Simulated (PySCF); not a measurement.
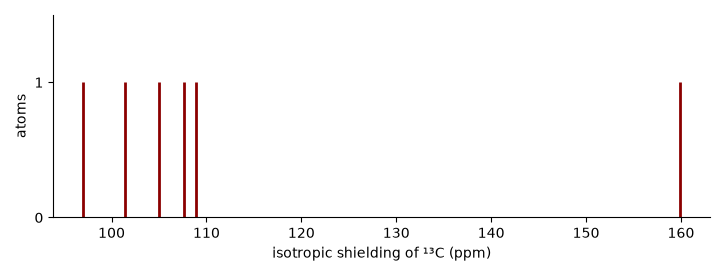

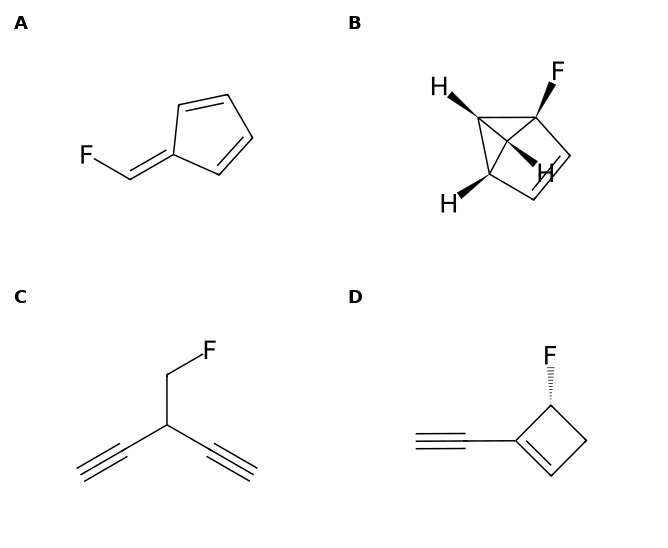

The sticks are computed shieldings of one of the molecules, for one fixed geometry (GFN2-xTB) without averaging over rotations. Low shielding means a high chemical shift. Method: GIAO PBE0/pcSseg-1 NMR shielding, non-relativistic, gas phase (PySCF 2.14.0).

Match the spectrum to a structure.

Answer. C, `C#CC(C#C)CF`. Its 6 C atoms give lines at 97.0, 101.4, 105.0, 107.6, 108.9, 159.9 ppm.
